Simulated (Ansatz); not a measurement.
C2H7BClGa

```yaml
atoms:
  - { symbol: B, position_ang: [-1.9908, 1.3790, 0.0125] }
  - { symbol: Ga, position_ang: [-0.0194, 1.0721, -0.5534] }
  - { symbol: C, position_ang: [1.2001, -0.1455, 0.4922] }
  - { symbol: C, position_ang: [0.6934, -1.5303, 0.1892] }
  - { symbol: Cl, position_ang: [0.0151, -1.5555, -1.5075] }
  - { symbol: H, position_ang: [-2.2927, 2.2362, 0.7963] }
  - { symbol: H, position_ang: [-2.9000, 0.7248, -0.4133] }
  - { symbol: H, position_ang: [0.6670, 1.8901, -1.7138] }
  - { symbol: H, position_ang: [1.1795, 0.0340, 1.5699] }
  - { symbol: H, position_ang: [2.2254, -0.0193, 0.1413] }
  - { symbol: H, position_ang: [1.4435, -2.3207, 0.1990] }
  - { symbol: H, position_ang: [-0.1442, -1.8203, 0.8215] }
```

Geometry: PBE0-D4/def2-TZVP.

Method: Ansatz, RKS PBE0-D4/def2-TZVPP.

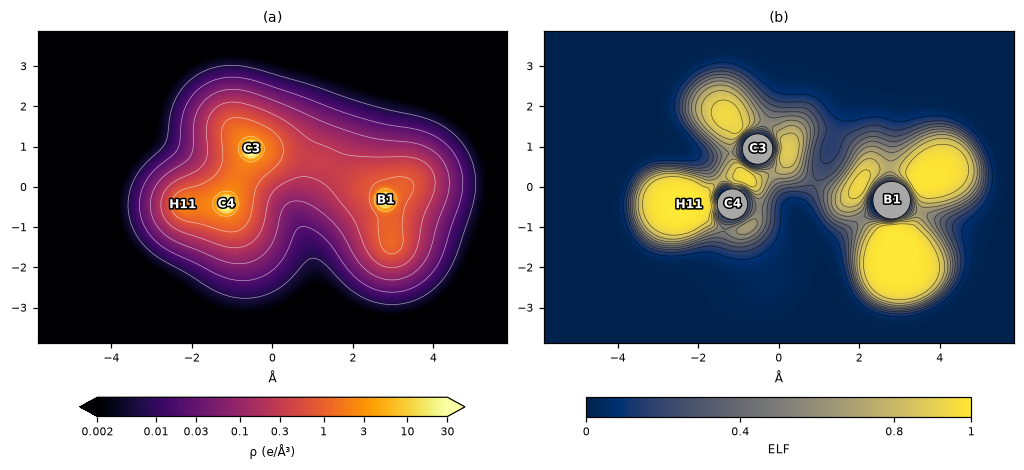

Figure 1. (a) electron density; (b) ELF on the plane of atoms C3, C4 and H11. Grey discs cover the atomic cores in the ELF map.

**What do the fields say about this system?**

The plane passes through B, C and H nuclei. C–C (1.51 Å): ρ at the midpoint is about 1.7 e/Å³; the ELF peaks at about 0.95 between the atoms: a shared electron pair. C–H (1.09 Å): ρ is about 2.1 e/Å³ halfway; the ELF climbs to about 1 towards the hydrogen, as it does in any bond to H; an ordinary covalent bond to hydrogen.

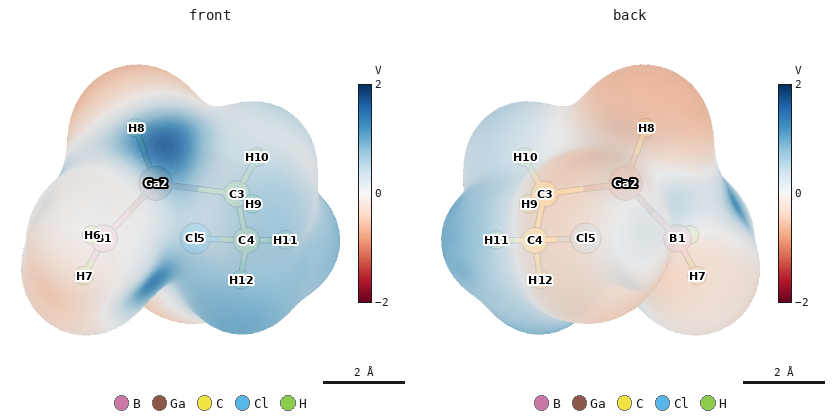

Figure 2. The molecular electrostatic potential painted on the density surface at 0.001 e/bohr³, seen from the front and from behind; red is negative and blue positive.

**Describe the electrostatic potential map.**

The most negative region (about −0.6 V, or −14 kcal/mol for a unit charge) lies over H8, the most positive (about +1.6 V, or +37 kcal/mol for a unit charge) over Ga2. Cl5 shows a σ-hole: about +0.2 V at the tip opposite its bond, against about −0.3 V, or −7 kcal/mol for a unit charge on its flanks.

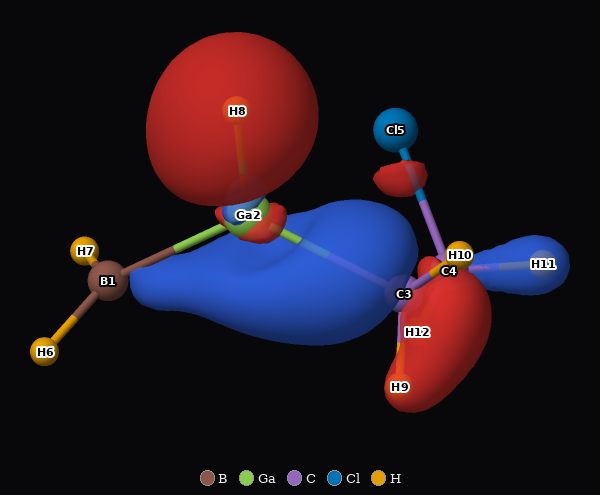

Figure 3. The HOMO−1 at ±0.15 Å⁻³ᐟ² (blue and red are the two phases), seen from one side.

**Where does this orbital lie, and at what energy?**

It lies mainly on Ga2 (about 30 %), H8 (about 25 %) and C3 (about 20 %). Its energy is −7.76 eV.
